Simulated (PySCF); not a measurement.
## Electronic structure of C3H16Si4 in real space

```xyz
23

C    -3.1651    0.2266    1.2975
C    -1.8196    0.3617    0.5986
Si   -1.2183   -1.2599   -0.2046
Si    0.7956   -0.8070   -1.2916
Si    0.6927    1.1735   -2.5164
Si    2.6385   -0.8674    0.1377
C     2.3497    0.3962    1.5283
H    -3.9351   -0.0711    0.5891
H    -3.1161   -0.5283    2.0795
H    -3.4695    1.1687    1.7524
H    -1.0788    0.7081    1.3225
H    -1.8901    1.1435   -0.1611
H    -2.3053   -1.7434   -1.0705
H    -1.1131   -2.2613    0.8700
H     0.9953   -1.9055   -2.2662
H     1.8410    1.3960   -3.3981
H     0.6449    2.3315   -1.6163
H    -0.4992    1.2756   -3.3630
H     2.8698   -2.1718    0.7764
H     3.9141   -0.5175   -0.5061
H     1.4907    0.1229    2.1351
H     3.2068    0.4669    2.1909
H     2.1662    1.3890    1.1259
```

Geometry: GFN2-xTB.

Method: PBE0/pcSseg-1, SCF density, gas phase, non-relativistic in PySCF 2.14.0.

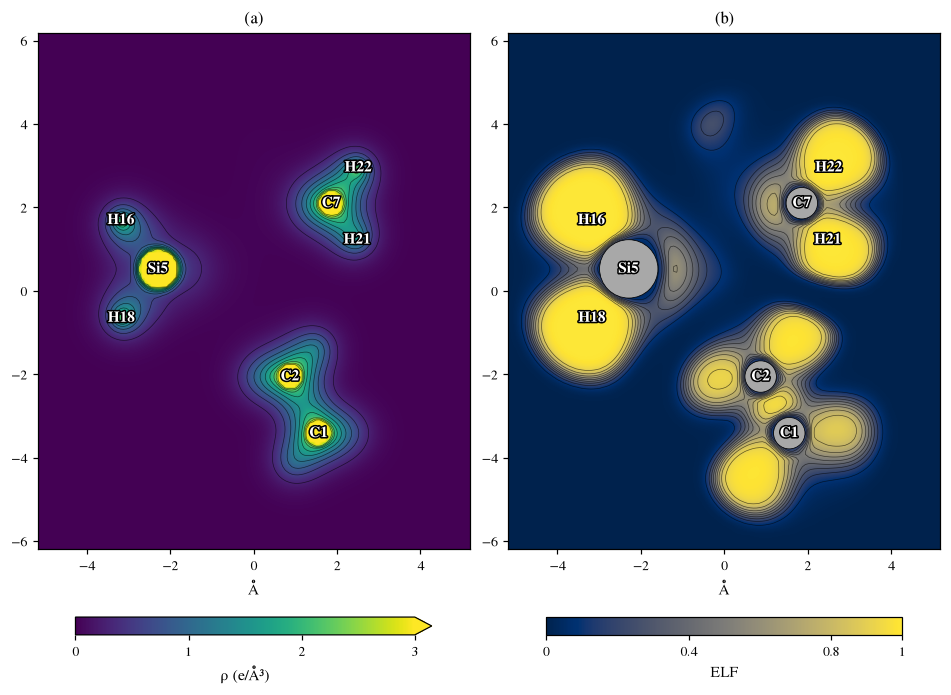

Figure 1. (a) electron density; (b) ELF on the plane of atoms H16, Si5 and H18. Grey discs cover the atomic cores in the ELF map.

Describe what can be read from this map.

Answer.
- The section cuts through C, Si and H sites.
- C–C (1.52 Å): the density is about 1.6 e/Å³ at the midpoint; the ELF peaks at about 0.95 between the atoms; a shared electron pair.
- C–H (1.09 Å): ρ is about 1.9 e/Å³ halfway; the ELF climbs to about 1 towards the hydrogen, as it does in any bond to H; an ordinary covalent bond to hydrogen.
- Si–H (1.46 Å): ρ at the midpoint is about 0.8 e/Å³; the ELF climbs to about 1 towards the hydrogen.

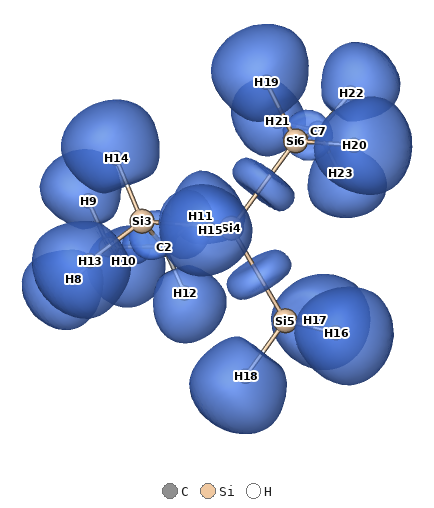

Figure 2. Isosurface of the ELF at 0.85 (blue), seen at an oblique angle. Core shells and regions of very low density are left out.

Identify the bonds, lone pairs and shells in this picture.

Answer. At this value the surface marks out one region between bonded C–C atoms (shared pairs), two regions between bonded C–Si atoms (shared pairs), three regions between bonded Si–Si atoms (shared pairs) and 16 regions around hydrogen nuclei. Profiles from the grid: C–Si (1.90 Å): the ELF peaks at about 0.95 between the atoms (a covalent bond).
